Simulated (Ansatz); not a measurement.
# H2O2 (hydrogen peroxide) at PBE-QIDH/def2-TZVPP

What is the electronic atomisation energy of H2O2 (hydrogen peroxide) at PBE-QIDH/def2-TZVPP? 

The results are computed with Ansatz 0.2.0.

38 further runs of the same task are left out: 38 set aside as unsound or not needed.

## (1) The molecule

The species is H2O2 (4 atoms), meant as a singlet with charge 0. As SMILES, `OO`. The shape is that of a PBE0-D4/def2-TZVP optimisation.

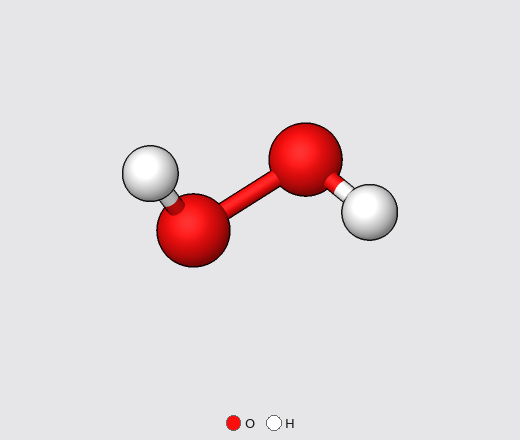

The structure, seen from a chosen angle (oxygen red, hydrogen white).

## (2) A single-point energy at PBE-QIDH/def2-TZVPP

The input, run.yaml:

```yaml
basis:
  gaussian: {orbitals: def2-TZVPP}
crystal:
  periodic: [false, false, false]
  atoms:
    - {symbol: O, position_ang: [-0.486800, -0.581100, 0.030600]}
    - {symbol: O, position_ang: [0.048300, 0.728400, 0.206900]}
    - {symbol: H, position_ang: [0.186400, -1.117000, 0.467400]}
    - {symbol: H, position_ang: [0.252100, 0.969800, -0.704900]}
hamiltonian: {xc: {name: PBE-QIDH}}
correlation: {frozen_orbitals: {H: 0, O: 1}}
accuracy: high
output: {orbitals: {seedname: orbitals}}
```

The run is started by

```
$ ansatz run run.yaml --threads 1 --pin off --max-ram 3480MiB --events-out events.jsonl --progress --plain --runs-dir runs
```

What it wrote:

```text
Warning: RAYON_NUM_THREADS=1 ignored (pool sized by the plan → 1); use --threads N
Functional definition: PBE-QIDH
  name "PBE-QIDH"
  parameter a = 3^(-1/3)
  parameter c = 1/3
  exchange = (1 - a)*pbe_x + a*exact_x
  correlation = (1 - c)*pbe_c + c*(mp2_os + mp2_ss)
1537 factors; integrals over basis functions are off by at most 3.6e-9 eV
mean field evaluation 1: about -4114.5556 eV, gradient 2.7e1 eV
mean field evaluation 2: about -4114.5569 eV, gradient 2.7e1 eV
mean field evaluation 4: about -4115.7062 eV, gradient 1.9e0 eV
mean field evaluation 8: about -4115.7126 eV, gradient 1.3e-2 eV
mean field evaluation 16: about -4115.7126 eV, gradient 8.3e-6 eV
mean field -4115.71258675 eV, -151.2496478329 hartree, gradient 9.6e-8 eV, S^2 0.000000; 0 other end points of the search recorded, 0 dependent functions left out
2 core orbitals not correlated: weight in the atoms' cores, before any rotation towards them, 1.000 or more for the frozen orbitals, at most 0.000 for the correlated occupied ones
reference -4115.71258745 eV, -151.2496478585 hartree; 7, 7 occupied and 81, 81 virtual orbitals, 1537 factors
second order -14.96705682 eV of doubles, -0.00000000 eV of singles
Total energy: -4120.70160639 eV, -151.4329909229 hartree
```

Wall time 3.6 s (1 thread of Arm Neoverse V2, shared host); peak memory 0.19 GiB.

## (3) The H atom

The input, run.yaml:

```yaml
crystal:
  periodic: [false, false, false]
  atoms:
    - {symbol: H, position_ang: [0.000000, 0.000000, 0.000000]}
basis:
  gaussian:
    orbitals: def2-TZVPP
magnetization:
  spin_polarized: true
  initial_magnetization: 1
hamiltonian:
  xc: {name: PBE-QIDH}
correlation:
  frozen_orbitals: {H: 0}
accuracy: high
```

Run the same way, it converges to -0.50179 Eh (log not shown).

## (4) The O atom at the same level

The input, run.yaml:

```yaml
crystal:
  periodic: [false, false, false]
  atoms:
    - {symbol: O, position_ang: [0.000000, 0.000000, 0.000000]}
basis:
  gaussian:
    orbitals: def2-TZVPP
magnetization:
  spin_polarized: true
  initial_magnetization: 2
hamiltonian:
  xc: {name: PBE-QIDH}
correlation:
  frozen_orbitals: {O: 1}
accuracy: high
```

Run the same way, it converges to -75.01037 Eh (log not shown).

## (5) Results

At PBE-QIDH/def2-TZVPP, 2 core orbitals frozen:

| quantity | value |
| --- | --- |
| molecule: total energy | -151.43299 Eh |
| molecule: HOMO energy (SCF part's orbitals) | -11.30 eV |
| molecule: LUMO energy (SCF part's orbitals) | 2.55 eV |
| molecule: HOMO–LUMO gap (SCF part's orbitals) | 13.85 eV |
| H atom: total energy | -0.50179 Eh |
| H atom: ⟨S²⟩ | 0.750 |
| O atom: total energy | -75.01037 Eh |
| O atom: ⟨S²⟩ | 2.005 |
| electronic atomisation energy | 11.120 eV |

In words: Taking the molecule apart into free atoms costs 11.12 eV (256 kcal/mol), before zero-point energy and without spin-orbit coupling.
